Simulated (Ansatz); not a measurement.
Process, species as SMILES: [SH] (SH) → [SH-] (an electron is taken up)
B3LYP-D3(BJ)/def2-TZVP geometries, fixed; electronic energies without zero-point terms; positive where energy is released.
Largest species:
```xyz
2

S      0.0000     0.0000    -0.0793
H      0.0000     0.0000     1.2681
```
Charge 0, spin multiplicity 2.

Basis-set convergence of the adiabatic electron affinity at HF with Ansatz (an electronic-structure program). Cartesian d functions, on some or all atoms, in 6-31G*; all else is spherical. Open shells are unrestricted. No added dispersion term, no relativity. Functions are those of the species that has most. Reference: the value in aug-cc-pV(5+d)Z, 1.062 eV, itself unsure by roughly 0.001 eV (its mean distance from aug-pcseg-3, aug-cc-pV(Q+d)Z, def2-QZVPPD). Deviations are taken from unrounded values.

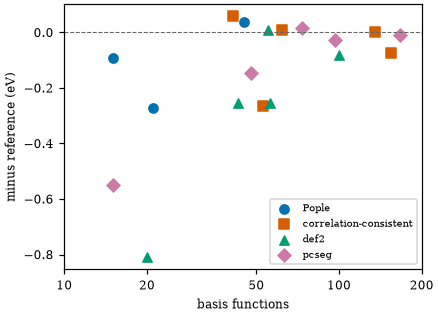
Deviation from the reference against the number of basis functions, by family of sets.

```
basis            functions  adiabatic electron affinity (eV)  minus reference (eV)
---------------  ---------  --------------------------------  --------------------
6-31G                   15                             0.971                -0.091
pcseg-0                 15                             0.511                -0.551
def2-SV(P)              20                             0.251                -0.810
6-31G*                  21                             0.788                -0.274
aug-cc-pV(D+d)Z         41                             1.120                 0.058
def2-TZVP               43                             0.807                -0.255
6-311++G(2d,2p)         45                             1.099                 0.037
pcseg-2                 48                             0.915                -0.147
cc-pV(T+d)Z             53                             0.797                -0.265
def2-TZVPD              55                             1.071                 0.010
def2-TZVPP              56                             0.808                -0.254
jun-cc-pV(T+d)Z         62                             1.069                 0.007
aug-pcseg-2             73                             1.077                 0.016
pcseg-3                 97                             1.036                -0.026
def2-QZVPP             100                             0.980                -0.081
aug-cc-pV(Q+d)Z        135                             1.063                 0.002
cc-pV(5+d)Z            155                             0.987                -0.074
pcseg-4                166                             1.053                -0.009
```
